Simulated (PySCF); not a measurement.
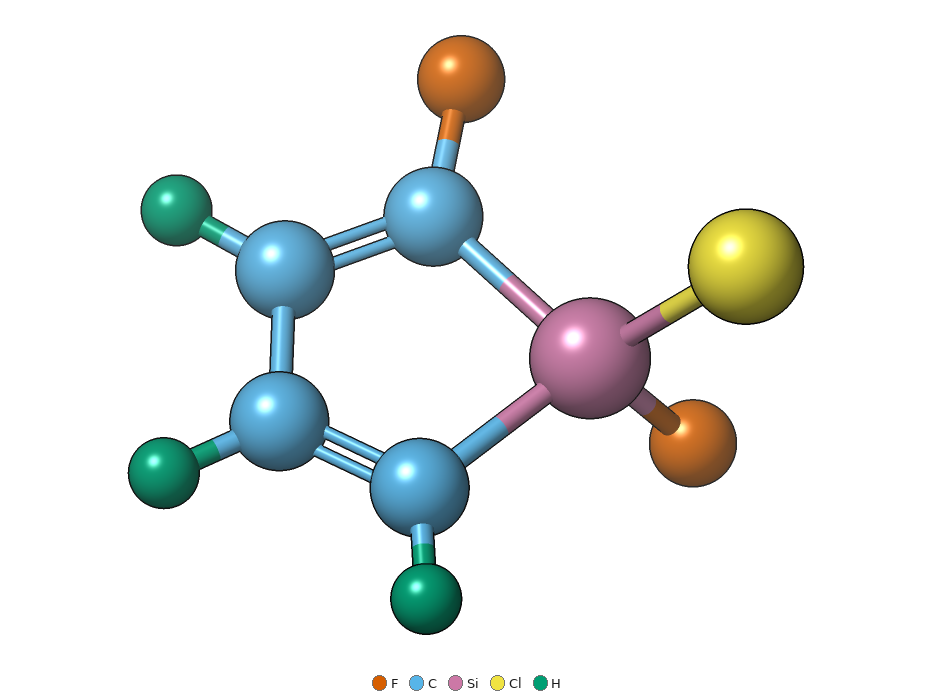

The geometry was computed by an optimisation with GFN2-xTB. No frequency run is at hand to confirm it as a minimum.

Give the structural formula.

SMILES: FC1=CC=C[Si@]1(F)Cl

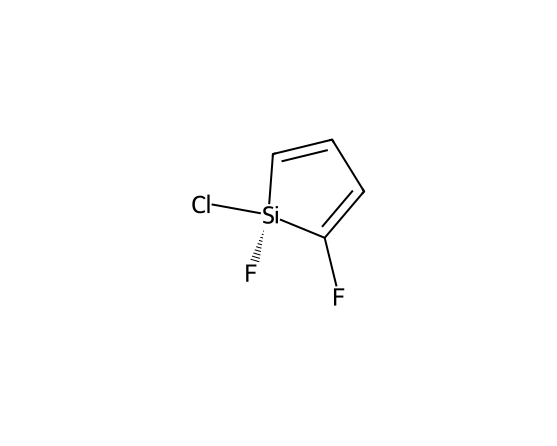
